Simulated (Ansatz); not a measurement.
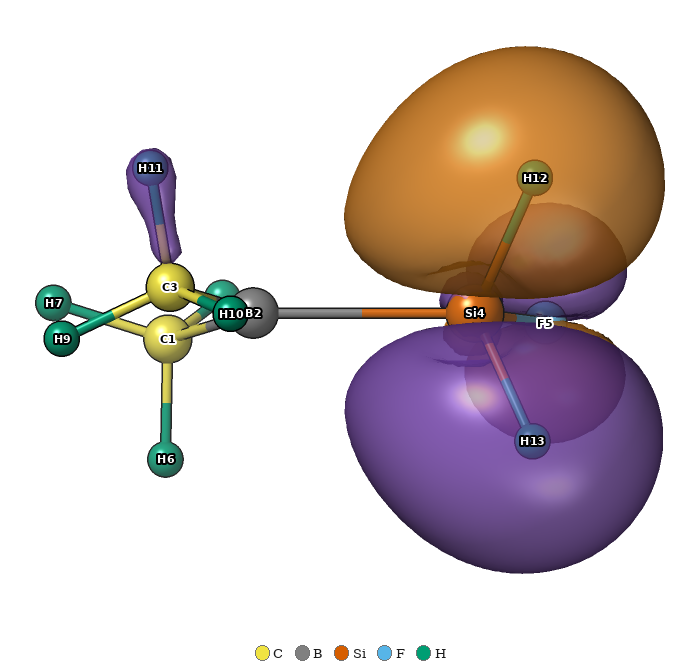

Figure 1: C$_{2}$H$_{8}$BFSi (SMILES CB(C)[SiH2]F). The HOMO−1 at ±0.08 Å⁻³ᐟ² (orange and purple are the two phases), seen from one side.

Geometry: PBE0-D4/def2-TZVP.

These are results of Ansatz 0.2.0, RKS PBE0-D4/def2-TZVPP, not measurements.

```yaml
atoms:
  - { symbol: C, position_ang: [-1.1825, -0.3267, 1.1299] }
  - { symbol: B, position_ang: [-0.0266, -0.1640, 0.0981] }
  - { symbol: C, position_ang: [0.9362, -1.3492, -0.2282] }
  - { symbol: Si, position_ang: [0.2613, 1.5864, -0.8699] }
  - { symbol: F, position_ang: [-0.6925, 2.7620, -0.3150] }
  - { symbol: H, position_ang: [-2.0754, -0.5439, 0.5198] }
  - { symbol: H, position_ang: [-1.0637, -1.1703, 1.8154] }
  - { symbol: H, position_ang: [-1.4325, 0.5785, 1.6875] }
  - { symbol: H, position_ang: [0.4823, -2.3340, -0.0832] }
  - { symbol: H, position_ang: [1.4336, -1.3154, -1.2003] }
  - { symbol: H, position_ang: [1.7369, -1.2738, 0.5260] }
  - { symbol: H, position_ang: [1.6668, 2.0687, -0.7372] }
  - { symbol: H, position_ang: [-0.0234, 1.4470, -2.3281] }
```

### Where does this orbital lie, and at what energy?

It lies mainly on Si4 (about 35 %), H13 (about 25 %), H12 (about 25 %) and F5 (about 15 %). Its energy is −9.28 eV.
